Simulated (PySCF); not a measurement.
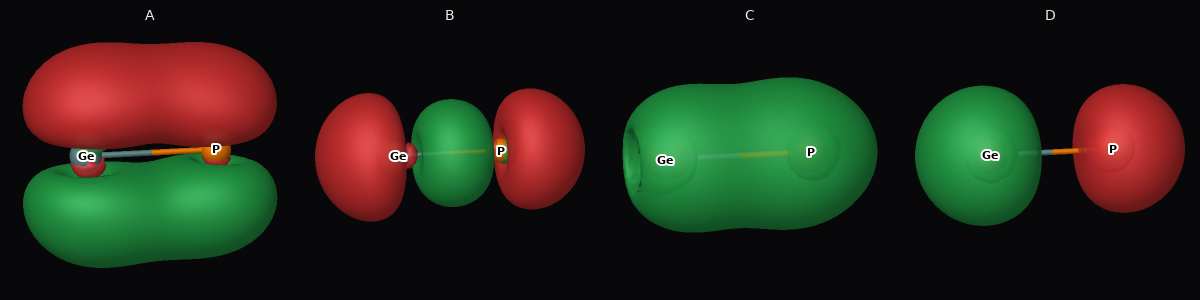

Figure 1: GeP (charge +1, triplet). Four frontier β-spin orbitals, each drawn at the value that holds 80 % of its norm (green and red are the two phases), in no order; of a degenerate pair one member is drawn.

Theory: PBE0/x2c-SVPall, spin-free X2C-1e, Gaussian nucleus, at a bond length of 2.317 Å (PySCF).

Label each orbital by symmetry, say whether it is occupied, and order them by energy.

Orbital C: σ, occupied in this spin, −22.52 eV; shared between the atoms (Ge 45 %, P 55 %).
Orbital D: σ, occupied in this spin, −18.48 eV; shared between the atoms (Ge 55 %, P 45 %).
Orbital B: σ, occupied in this spin, −13.18 eV; shared between the atoms (Ge 45 %, P 55 %).
Orbital A: π, empty in this spin, −10.42 eV; bonding, with no node between the atoms.
